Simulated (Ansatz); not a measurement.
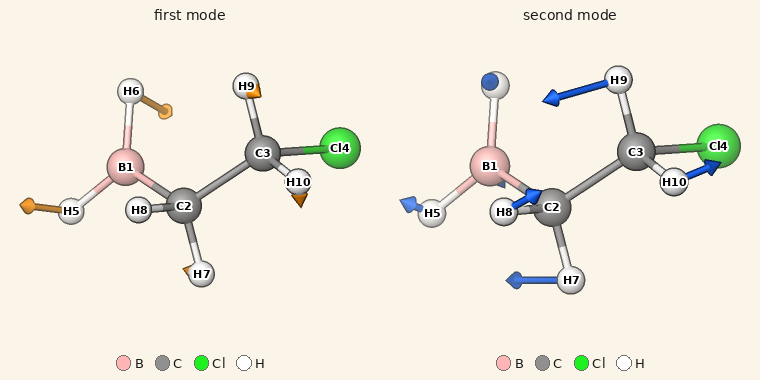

The system is C₂H₆BCl, SMILES BCCCl; the picture shows the reference structure; its two panels give the patterns of the first and the second mode as arrows. First axis: normal mode 2 (181 cm⁻¹). Second axis: normal mode 12 (1120 cm⁻¹). Nothing is relaxed (straight displacements along the two mass-weighted modes). Grid: 9 × 9 points. Points are written as (first, second). Energies are in kJ/mol, from the relaxed molecule at the same level. Theory: RKS PBE-D4/def2-TZVP (Ansatz 0.2.0).

Its coordinates:

```yaml
atoms:
  - { symbol: B, position_ang: [-1.2098, 0.7550, -0.2899] }
  - { symbol: C, position_ang: [-0.3082, -0.5044, -0.1203] }
  - { symbol: C, position_ang: [1.1031, -0.2797, 0.3942] }
  - { symbol: Cl, position_ang: [2.0699, 0.6547, -0.8170] }
  - { symbol: H, position_ang: [-2.2441, 0.6753, -0.8991] }
  - { symbol: H, position_ang: [-0.9261, 1.7943, 0.2468] }
  - { symbol: H, position_ang: [-0.3019, -1.1421, -1.0200] }
  - { symbol: H, position_ang: [-0.8674, -1.1124, 0.6301] }
  - { symbol: H, position_ang: [1.1106, 0.3193, 1.3135] }
  - { symbol: H, position_ang: [1.6571, -1.2112, 0.5645] }
```

Range: normal mode 2 (181 cm⁻¹) from −0.671 to 0.671 amu½·Å; normal mode 12 (1120 cm⁻¹) from −0.36 to 0.36 amu½·Å.

What will the energy surface look like?

Answer. The lowest grid point is at (0.000 amu½·Å, 0.00 amu½·Å), 0.0 kJ/mol from the relaxed molecule at the same level. It is the only kind of minimum in the scanned range. The highest grid point, (0.671 amu½·Å, −0.36 amu½·Å), lies 47.5 kJ/mol above the lowest.

| second ↓, first → | −0.671 | −0.503 | −0.336 | −0.168 | 0.000 | 0.168 | 0.336 | 0.503 | 0.671 |
| --- | --- | --- | --- | --- | --- | --- | --- | --- | --- |
| 0.36 | 46.2 | 36.5 | 31.7 | 29.8 | 29.3 | 29.5 | 30.5 | 33.7 | 40.9 |
| 0.27 | 32.4 | 23.0 | 18.4 | 16.7 | 16.4 | 16.5 | 17.6 | 20.8 | 28.2 |
| 0.18 | 22.6 | 13.4 | 9.0 | 7.5 | 7.2 | 7.4 | 8.4 | 11.8 | 19.4 |
| 0.09 | 16.7 | 7.6 | 3.4 | 2.0 | 1.8 | 2.0 | 3.0 | 6.5 | 14.5 |
| 0.00 | 14.6 | 5.7 | 1.6 | 0.2 | 0.0 | 0.2 | 1.4 | 5.1 | 13.4 |
| −0.09 | 16.4 | 7.5 | 3.4 | 2.1 | 1.8 | 2.1 | 3.4 | 7.4 | 16.0 |
| −0.18 | 22.0 | 13.2 | 9.1 | 7.6 | 7.3 | 7.6 | 9.1 | 13.5 | 22.6 |
| −0.27 | 31.7 | 22.8 | 18.5 | 16.9 | 16.6 | 16.9 | 18.7 | 23.5 | 33.0 |
| −0.36 | 45.4 | 36.4 | 32.0 | 30.2 | 29.7 | 30.1 | 32.2 | 37.4 | 47.5 |

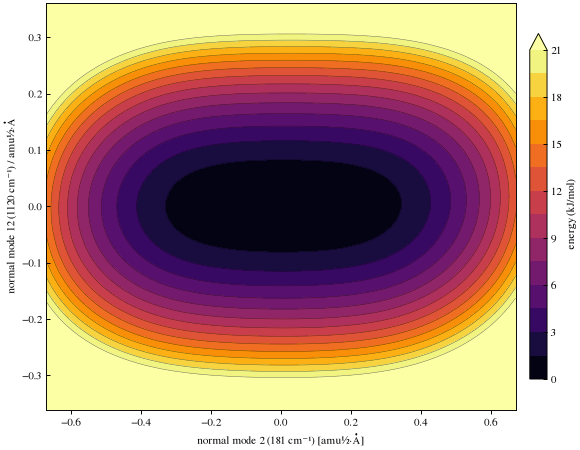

The picture shows filled contours, one colour for all values above the top of the scale. Between grid points the surface is interpolated.

The whole map (81 points run) took 11 min on 1 thread of Arm Neoverse V1 (shared host).
